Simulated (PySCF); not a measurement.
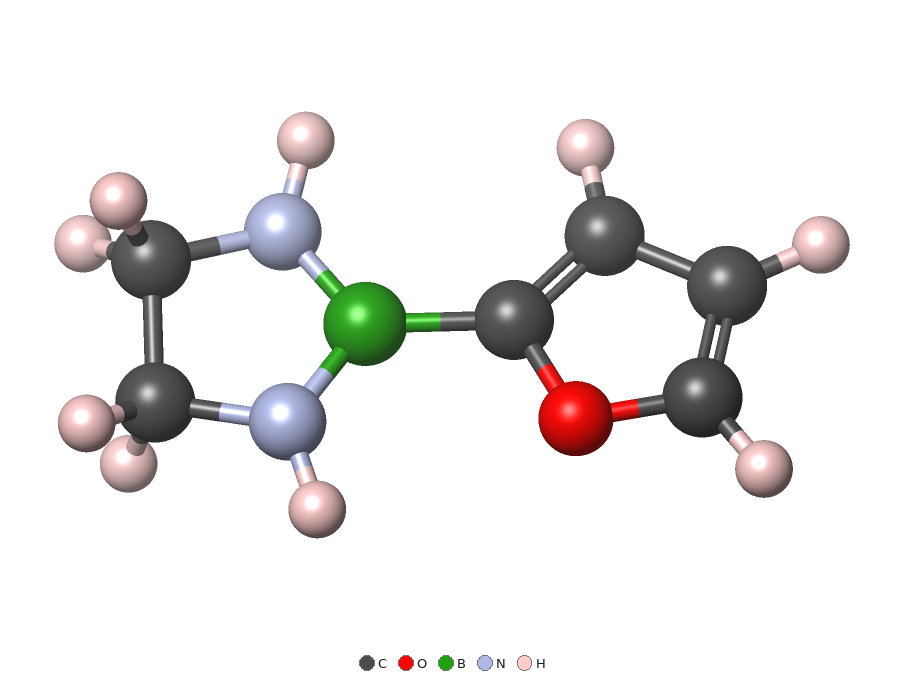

The picture shows a molecular structure as a ball-and-stick model. Double and triple bonds are drawn as two and three sticks.

The geometry was computed by an optimisation with PBE0-D3(BJ)/def2-SVP. No frequency run is at hand to confirm it as a minimum.

What does the picture show?

The molecule is C₆H₉BN₂O. SMILES: `c1coc(B2NCCN2)c1`. Independent rings (smallest set): 2 of 5 members, 1 of them aromatic. This geometry has C1 symmetry. Coordination, clear cases only: 4 C trigonal planar; 1 O bent; 1 B trigonal planar; 2 C tetrahedral.

More results for the same structure follow; atom numbers are the same in all pictures, views and colours differ.

**Shape**

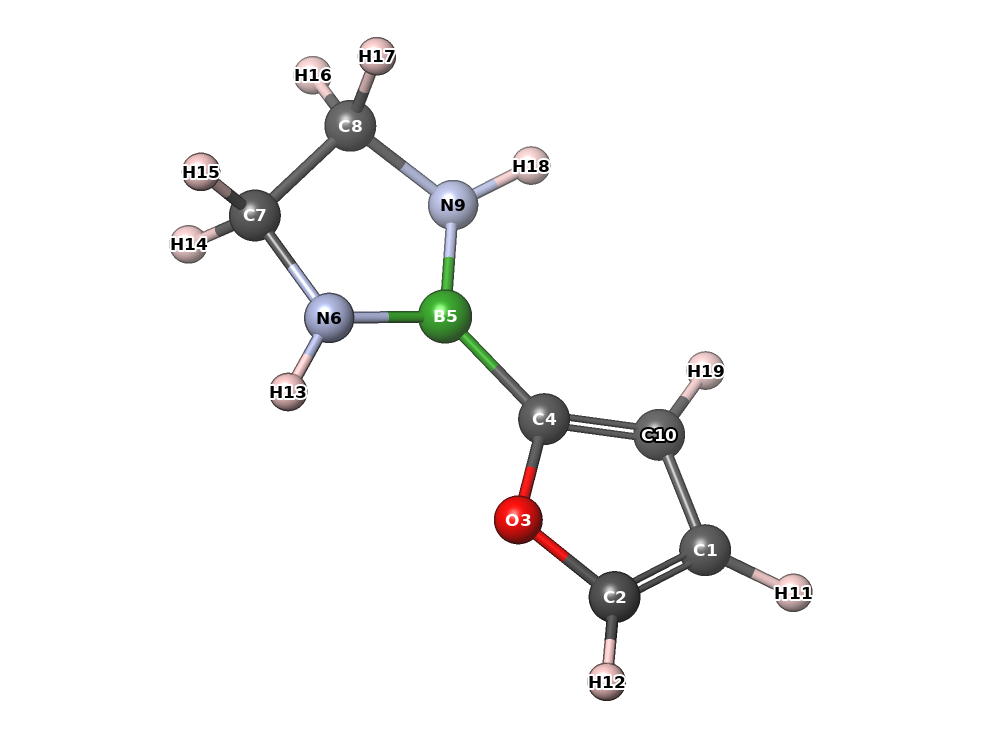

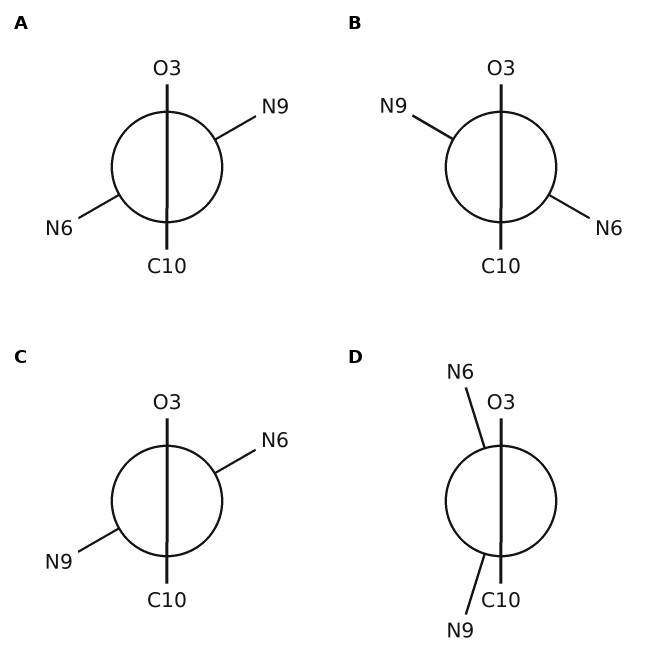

Depth is shown by fading: the farther an atom, the more it takes the colour of the background. Bonds that would overlap in a projection are set slightly apart. No frequency run is at hand to confirm it as a minimum.

Which Newman projection shows the view along C4–B5, with C4 in front?

D. The torsion angle O3–C4–B5–N6 is 0°, synperiplanar (eclipsed).

**Excitation**

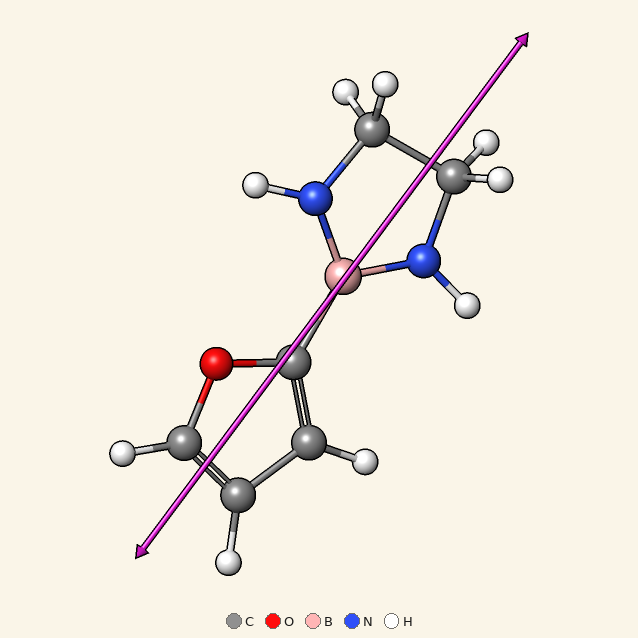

The double arrow shows the direction of the transition dipole to excited singlet state 3 (its length means nothing). No frequency run is at hand to confirm it as a minimum. Level of theory: TDDFT PBE0/def2-SVPD, vertical, gas phase, core orbitals frozen in the response (PySCF 2.14.0).

Where does the transition lie, and how strong is it?

5.53 eV (224 nm), oscillator strength 0.33, mainly HOMO−1 → LUMO (weight 0.72); transition dipole 3.97 D.

**NMR shielding**

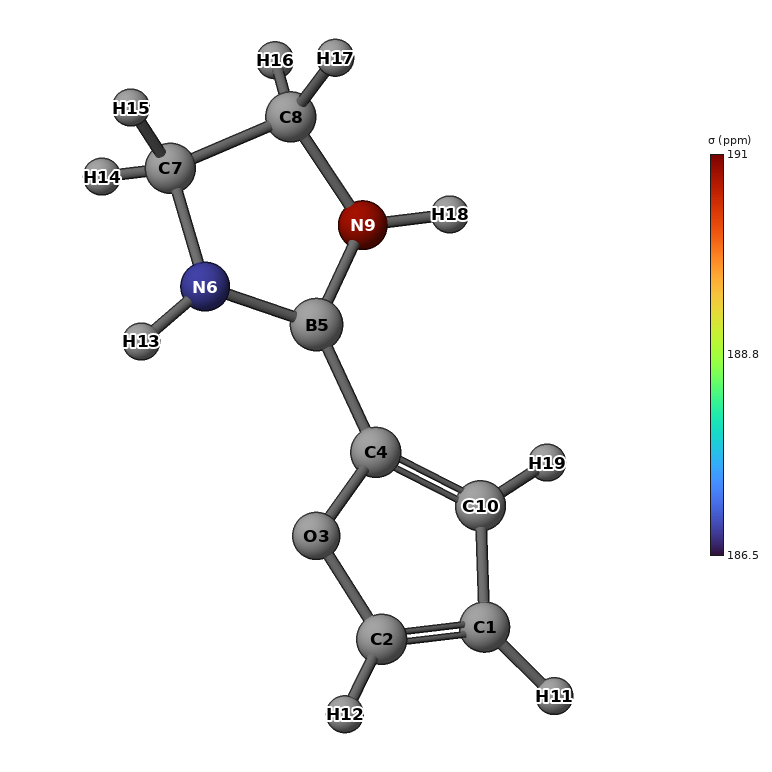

Atoms are coloured by their isotropic NMR shieldings (N only, the others grey). No frequency run is at hand to confirm it as a minimum. Method: GIAO PBE0/pcSseg-1 NMR shielding, non-relativistic, IEF-PCM acetone (PySCF 2.14.0).

List the isotropic NMR shieldings of the N atoms.

```tsv
atom	σ (ppm)
N6	186.8
N9	190.8
```

**Charges**

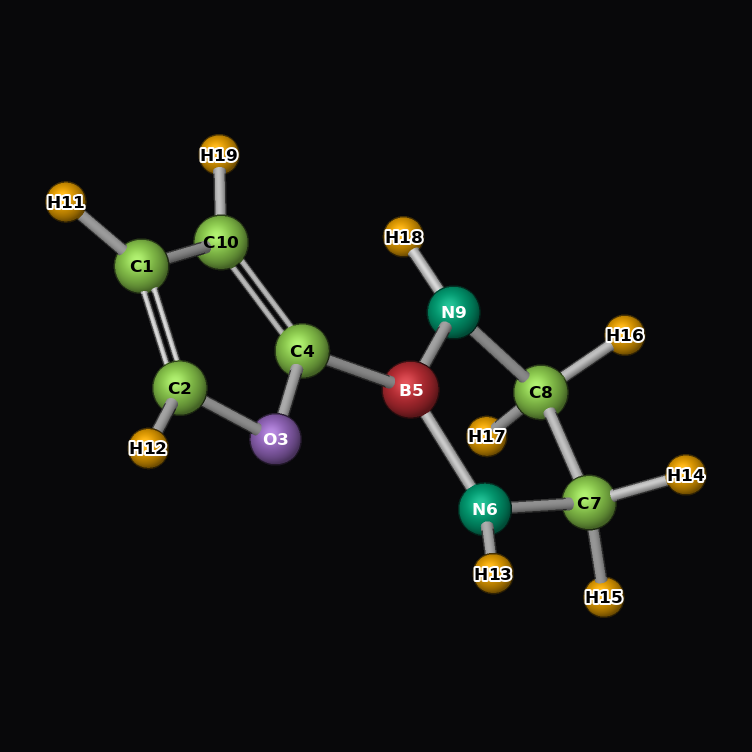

The questions are on Mulliken charges. No frequency run is at hand to confirm it as a minimum. Method: PBE0/pcSseg-1, gas phase (PySCF 2.14.0).

List the Mulliken charges.

```
atom  value (e)
  C1      −0.18
  C2       0.15
  O3      −0.40
  C4       0.06
  B5       0.58
  N6      −0.54
  C7      −0.04
  C8      −0.05
  N9      −0.55
 C10      −0.17
 H11       0.10
 H12       0.11
 H13       0.19
 H14       0.11
 H15       0.12
 H16       0.12
 H17       0.11
 H18       0.18
 H19       0.09
```

Mulliken values depend strongly on the basis set and can even reverse the polarity of a bond.
